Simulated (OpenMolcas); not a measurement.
## CF₂O: excited-state calculation

CF₂O, set up with RASPT2/STO-3G (OpenMolcas 26.06).

The geometry comes from this level: PBE0-D4/def2-TZVP.

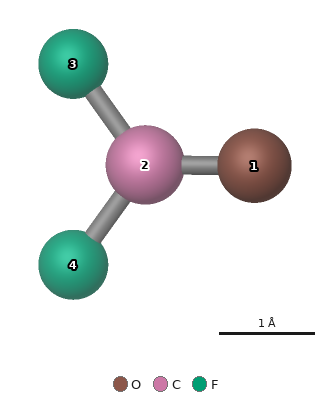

The structure as given in the input (ball-and-stick view, seen at a tilt; atoms are numbered from 1 in the order of the input). Bond lengths as drawn: C–F 1.31 Å and C–O 1.17 Å.

Outcome:

- outcome: refused by the program
- basis functions: 20
- hardware: 1 thread of Arm Neoverse V2, 24 GiB of memory available, shared host

What went wrong:

The program refused the input.

Input file:
```
* CF2O RASPT2
&GATEWAY
Coord = mol.xyz
Basis = STO-3G
Group = NoSym
&SEWARD
&RASSCF
FileOrb = $CurrDir/step2.RasOrb
Spin = 1
Nactel = 4 1 1
Inactive = 14
Ras1 = 1
Ras2 = 3
Ras3 = 4
CIRoot = 3 3 1
OrbListing = NoCore
&CASPT2
Multistate = all
NoMultistate
```

File mol.xyz:
```
4

O     -1.242660    -0.157400     0.153910
C     -0.091830    -0.011630     0.011370
F      0.845490    -0.826670     0.424670
F      0.488990     0.995700    -0.589960
```

Command:
```bash
export MOLCAS_MEM=1860
pymolcas step8.input > step8.log
```

Log:
```
--- Start Module: gateway ---

                                              &GATEWAY

                       available to each process: 1.9 GB of memory, 1 thread

++    Symmetry information:
      ---------------------

                    Character Table for C1

                             E
                    a        1  x, y, xy, Rz, z, xz, Ry, yz, Rx, I
--

++    Basis set information:
      ----------------------

      Basis set label: O.STO-3G.........

      Electronic valence basis set:
      ------------------
      Associated Effective Charge   8.000000 au
      Associated Actual Charge      8.000000 au
      Nuclear Model: Point charge

      Shell  nPrim  nBasis  Cartesian Spherical Contaminant
         s       6       2        X
         p       3       1        X

      Basis set label: C.STO-3G.........

      Electronic valence basis set:
      ------------------
      Associated Effective Charge   6.000000 au
      Associated Actual Charge      6.000000 au
      Nuclear Model: Point charge

      Shell  nPrim  nBasis  Cartesian Spherical Contaminant
         s       6       2        X
         p       3       1        X

      Basis set label: F.STO-3G.........

      Electronic valence basis set:
      ------------------
      Associated Effective Charge   9.000000 au
      Associated Actual Charge      9.000000 au
      Nuclear Model: Point charge

      Shell  nPrim  nBasis  Cartesian Spherical Contaminant
         s       6       2        X
         p       3       1        X
--

++    Molecular structure info:
      -------------------------

                    ************************************************
                    **** Cartesian Coordinates / bohr, angstrom ****
                    ************************************************

     Center  Label                x              y              z                     x              y              z
        1      O1              -2.348287      -0.297443       0.290848             -1.242660      -0.157400       0.153910
        2      C2              -0.173534      -0.021978       0.021486             -0.091830      -0.011630       0.011370
        3      F3               1.597745      -1.562180       0.802510              0.845490      -0.826670       0.424670
        4      F4               0.924057       1.881600      -1.114863              0.488990       0.995700      -0.589960

                    ***************************************
                    *    InterNuclear Distances / bohr    *
                    ***************************************

               1 O1            2 C2            3 F3            4 F4
    1 O1       0.000000
    2 C2       2.208617        0.000000
    3 F3       4.175227        2.473792        0.000000
    4 F4       4.175223        2.473783        3.998724        0.000000

                    *******************************************
                    *    InterNuclear Distances / angstrom    *
                    *******************************************

               1 O1            2 C2            3 F3            4 F4
    1 O1       0.000000
    2 C2       1.168750        0.000000
    3 F3       2.209435        1.309074        0.000000
    4 F4       2.209433        1.309070        2.116034        0.000000

                    **************************************
                    *    Valence Bond Angles / degree    *
                    **************************************
                          Atom centers                 Phi
                      1 O1       2 C2       3 F3       126.08
                      1 O1       2 C2       4 F4       126.08
                      3 F3       2 C2       4 F4       107.84
--

            Nuclear Potential Energy            120.13642291 au

--- Stop Module: gateway /rc=_RC_ALL_IS_WELL_ ---

--- Start Module: seward ---

                                              &SEWARD

                       available to each process: 1.9 GB of memory, 1 thread

               SEWARD will generate:
                  Multipole Moment integrals up to order  2
                  Kinetic Energy integrals
                  Nuclear Attraction integrals (point charge)
                  One-Electron Hamiltonian integrals
                  Velocity integrals
                  Orbital angular momentum around (  0.1253   0.0159  -0.0155 )
                  Velocity quadrupole around (  0.1253   0.0159  -0.0155 )
                  Two-Electron Repulsion integrals

                   Integrals are discarded if absolute value <: 1.00E-14
                   Integral cutoff threshold is set to       <: 1.00E-16

            Nuclear Potential Energy            120.13642291 au

      Basis set specifications :
      Symmetry species         a
      Basis functions           20

--- Stop Module: seward /rc=_RC_ALL_IS_WELL_ ---

--- Start Module: rasscf ---

                                              &RASSCF

                       available to each process: 1.9 GB of memory, 1 thread

 ****************** ERROR *******************
 ###############################################################################
 ###    ERROR: Erroneous nr of orbitals.                                     ###
 ###############################################################################
 Inappropriate nr of orbitals. One or more of
 these orbital counts is wrong or too large.
  Negative values.
    All orbitals:  20
          Frozen:   0
        Inactive:  14
          Active:   8
           RAS-1:   1
           RAS-2:   3
           RAS-3:   4
       Secondary:  -2
         Deleted:   0
 Basis functions:  20
  Have you used a too small basis set?
 ********************************************
--- Stop Module: rasscf /rc=_RC_INPUT_ERROR_ ---

.####################.
.# User input error #.
.####################.

    Timing: Wall=0.79 User=0.58 System=0.20
```
